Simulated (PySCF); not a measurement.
## Electronic structure of H₁₂Si₅ (SMILES [SiH3][SiH2][SiH2][SiH2][SiH3]) in real space

The calculation's input:

```
{"job": {"xc": "PBE0", "basis": "pcSseg-1", "kind": "nmr", "pop": true}, "charge": 0, "multiplicity": 1}
Si     3.500055    -0.284172    -1.241109
Si     1.311379     0.373858    -0.884215
Si     0.346882     0.007526     1.195773
Si    -1.885586     0.619871     1.423317
Si    -3.325049    -0.439578    -0.044349
H      4.008676    -0.007877    -2.588202
H      3.661775    -1.725584    -1.029410
H      4.418653     0.380898    -0.312345
H      0.442663    -0.267368    -1.888867
H      1.174486     1.806133    -1.204468
H      0.470861    -1.425398     1.520001
H      1.181481     0.647092     2.226980
H     -2.356790     0.432040     2.806669
H     -1.985644     2.078550     1.239006
H     -3.279633    -1.896345     0.111924
H     -4.732185    -0.058698     0.094761
H     -2.959022    -0.159417    -1.435378
```

Command:

```sh
OMP_NUM_THREADS=1 python ens_run.py task.json out
```

Geometry: GFN2-xTB.

These are results of PBE0/pcSseg-1, SCF density, gas phase, non-relativistic in PySCF 2.14.0, not measurements.

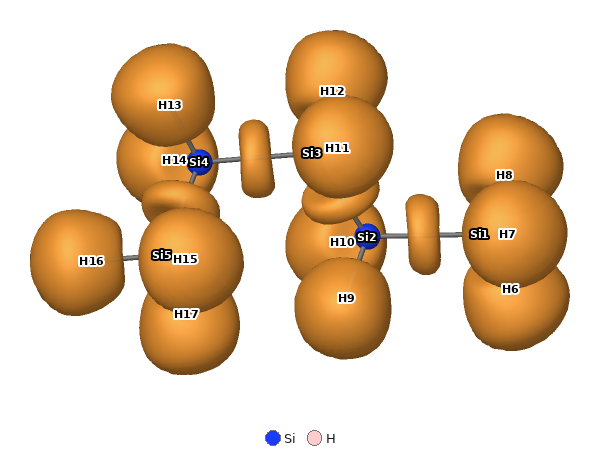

Figure 1. Isosurface of the electron localisation function at 0.8 (orange), seen at an oblique angle. Core shells and regions of very low density are left out.

Q: What do the ELF domains correspond to?

A: The surface consists of four regions between bonded Si–Si atoms (shared pairs) and twelve regions around hydrogen nuclei. Along the contacts the grid gives the following. Si–Si (2.31 Å): the ELF peaks at about 1 between the atoms: a covalent bond. Si–H (1.46 Å): the ELF climbs to about 1 towards the hydrogen, as it does in any bond to H.

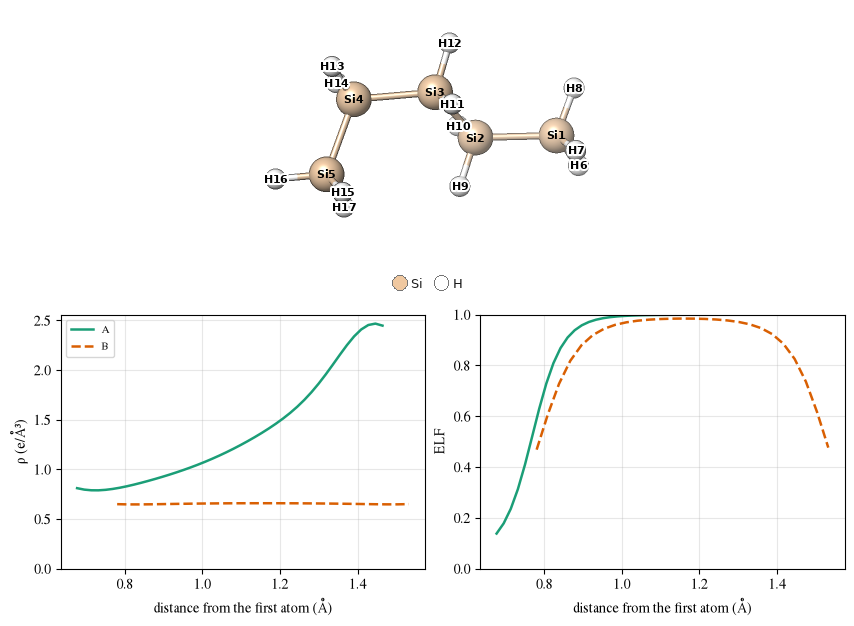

Figure 2. Total electron density and electron localisation function along straight lines between neighbouring atoms. The curves leave out the atomic cores. The structure is drawn too.

Q: Which curve belongs to which contact (Si–H and Si–Si)? The first atom named is at distance zero.

A: Curve A: Si–H (1.46 Å): ρ at the midpoint is about 0.79 e/Å³; the ELF climbs to about 1 towards the hydrogen. Curve B: Si–Si (2.31 Å): ρ is about 0.66 e/Å³ halfway; the ELF peaks at about 1 between the atoms, as expected for localised, covalent bonding.
